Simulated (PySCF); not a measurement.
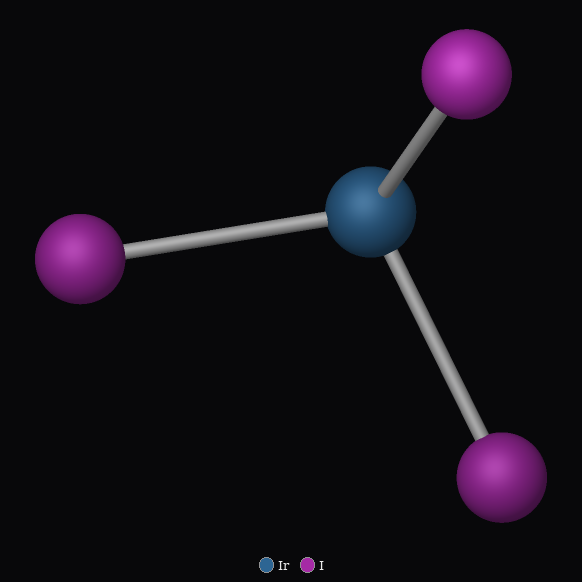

A metal compound. Charge 0, singlet. The computed structure is the end point of a PBE0/def2-SVP with core potentials optimisation.

> Describe the coordination sphere.

Ir binds 3 atoms: 3 I at 2.50 Å. The arrangement is trigonal pyramidal.

> What are the formal oxidation state of the metal and its number of d electrons?

Ir(III), d⁶, counting the ligands as closed-shell ions or neutral donors.

The search tried a few shapes and spins; others may lie lower.
